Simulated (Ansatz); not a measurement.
# C2H7Si (SMILES C[SiH]C): UCCSD/6-311+G(d,p)

Aim: the energy change on altering one bond length of C2H7Si at UCCSD/6-311+G**, from 2 runs. 

The calculation is run with Ansatz 0.2.0.

36 further runs of the same task are left out: 36 set aside as unsound or not needed.

### Step 1. The molecule

The species is C2H7Si (10 atoms), meant as a doublet with charge 0. As SMILES, `C[SiH]C`. The shape is that of a PBE0-D4/def2-TZVP optimisation.

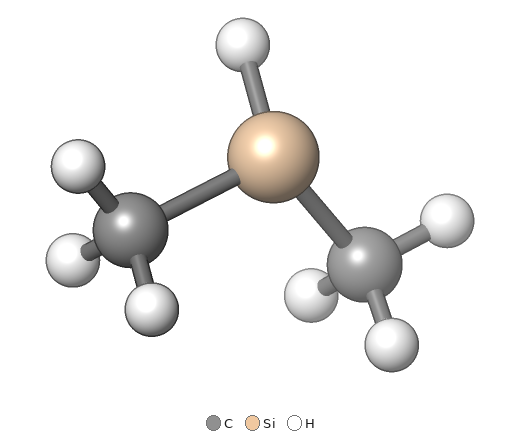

Viewed from a chosen angle; carbon grey, silicon light orange, hydrogen white.

### Step 2. A single-point energy at UCCSD/6-311+G(d,p)

The input, in.yaml:

```yaml
crystal:
  periodic: [false, false, false]
  atoms:
    - {symbol: C, position_ang: [-1.065300, 0.729000, -0.876200]}
    - {symbol: Si, position_ang: [0.579500, 0.676400, 0.026300]}
    - {symbol: C, position_ang: [0.745000, -0.863300, 1.086800]}
    - {symbol: H, position_ang: [-1.173700, -0.143700, -1.529000]}
    - {symbol: H, position_ang: [-1.145400, 1.625300, -1.494500]}
    - {symbol: H, position_ang: [-1.899100, 0.727900, -0.170400]}
    - {symbol: H, position_ang: [1.707100, 0.752000, -0.952200]}
    - {symbol: H, position_ang: [-0.043500, -0.905000, 1.841800]}
    - {symbol: H, position_ang: [1.708100, -0.884600, 1.600600]}
    - {symbol: H, position_ang: [0.670300, -1.765000, 0.469600]}
basis:
  gaussian:
    orbitals: 6-311+G_st__st_-spherical.json
magnetization:
  spin_polarized: true
  initial_magnetization: 1
correlation:
  method: ccsd
  frozen_orbitals: {C: 1, H: 0, Si: 5}
accuracy: high
scf:
  omitted_lower_state_checks: [cluster_reference, increment]
```

The basis set 6-311+G** is read from a file made from the Basis Set Exchange's data (not shown).

Command:

```sh
$ ansatz run in.yaml --threads 1 --pin off --max-ram 3480MiB --events-out events.jsonl --progress --plain --runs-dir runs
```

What it wrote, cut to the lines that bear on the results:

```text
Warning: RAYON_NUM_THREADS=1 ignored (pool sized by the plan → 1); use --threads N
Functional definition: HF
  name "HF"
[...]
2270 factors; integrals over basis functions are off by at most 6.3e-9 eV
[...]
mean field -10034.03853702 eV, -368.7441149200 hartree, gradient 1.9e-8 eV, S^2 0.753088; 0 other end points of the search recorded, 0 dependent functions left out
7 core orbitals not correlated: weight in the atoms' cores, before any rotation towards them, 1.000 or more for the frozen orbitals, at most 0.000 for the correlated occupied ones
reference -10034.03853702 eV, -368.7441149200 hartree; 10, 9 occupied and 99, 100 virtual orbitals, 2270 factors
second order -10.88153205 eV of doubles, -0.00000000 eV of singles
cycle   1  -11.78330177 eV  change   -9.0e-1 eV  update   7.1e-2
[...]
cycle  21  -12.17412316 eV  change  -7.8e-10 eV  update   1.8e-9
Total energy: -10046.21266018 eV, -369.1915056942 hartree
Checks for a lower state left out: cluster_reference, increment
```

Run time: 82 s. Hardware: 1 thread of Arm Neoverse V1, shared host; peak memory 2.3 GiB.

### Step 3. The distorted shape, same level

The input, job.yaml:

```yaml
crystal:
  periodic: [false, false, false]
  atoms:
    - {symbol: C, position_ang: [-1.546863, 0.739650, -1.133107]}
    - {symbol: Si, position_ang: [0.097937, 0.687050, -0.230607]}
    - {symbol: C, position_ang: [0.263437, -0.852650, 0.829893]}
    - {symbol: H, position_ang: [-1.655263, -0.133050, -1.785907]}
    - {symbol: H, position_ang: [-1.626963, 1.635950, -1.751407]}
    - {symbol: H, position_ang: [-2.380663, 0.738550, -0.427307]}
    - {symbol: H, position_ang: [1.225537, 0.762650, -1.209107]}
    - {symbol: H, position_ang: [-0.525063, -0.894350, 1.584893]}
    - {symbol: H, position_ang: [1.708100, -0.884600, 1.600600]}
    - {symbol: H, position_ang: [0.188737, -1.754350, 0.212693]}
basis:
  gaussian: {orbitals: 6-311+G_st__st_-spherical.json}
magnetization: {spin_polarized: true, initial_magnetization: 1}
correlation: {method: ccsd, frozen_orbitals: {C: 1, H: 0, Si: 5}}
accuracy: high
scf: {omitted_lower_state_checks: [cluster_reference, increment]}
```

The basis set 6-311+G** is read from a file made from the Basis Set Exchange's data (not shown).

Command:

```sh
$ ansatz run job.yaml --threads 1 --pin off --max-ram 3480MiB --events-out events.jsonl --progress --plain --runs-dir runs
```

What it wrote, cut to the lines that bear on the results:

```text
Warning: RAYON_NUM_THREADS=1 ignored (pool sized by the plan → 1); use --threads N
Functional definition: HF
  name "HF"
[...]
2281 factors; integrals over basis functions are off by at most 6.9e-9 eV
[...]
mean field -10031.77067652 eV, -368.6607725838 hartree, gradient 7.4e-8 eV, S^2 0.754207; 2 other end points of the search recorded, 0 dependent functions left out
7 core orbitals not correlated: weight in the atoms' cores, before any rotation towards them, 1.000 or more for the frozen orbitals, at most 0.000 for the correlated occupied ones
reference -10031.77067652 eV, -368.6607725838 hartree; 10, 9 occupied and 99, 100 virtual orbitals, 2281 factors
second order -11.02834543 eV of doubles, -0.00000000 eV of singles
cycle   1  -11.93250858 eV  change   -9.0e-1 eV  update   8.4e-2
[...]
cycle  24  -12.42699351 eV  change  -3.8e-10 eV  update   1.6e-9
Total energy: -10044.19767003 eV, -369.1174561718 hartree
Checks for a lower state left out: cluster_reference, increment
```

It took 95 s on 1 thread of Arm Neoverse V1, shared host; peak memory 2.3 GiB.

### Step 4. Outcome

At UCCSD/6-311+G**, 7 core orbitals frozen:

| quantity | value |
| --- | --- |
| first shape: total energy | -369.19151 Eh |
| first shape: correlation energy (7 core orbitals frozen) | -447.4 mEh |
| first shape: ⟨S²⟩ of the reference determinant | 0.753 |
| first shape: T1 diagnostic | 0.010 |
| distorted shape: total energy | -369.11746 Eh |
| distorted shape: correlation energy (7 core orbitals frozen) | -456.7 mEh |
| distorted shape: ⟨S²⟩ of the reference determinant | 0.754 |
| distorted shape: T1 diagnostic | 0.013 |
| energy change with the C3–H9 bond stretched from 1.092 to 1.638 Å | 2.015 eV |

In words: With the C3–H9 bond stretched from 1.092 to 1.638 Å the energy rises by 2.01 eV (46 kcal/mol). The first shape isn't relaxed at this level, so the change isn't measured from a minimum.
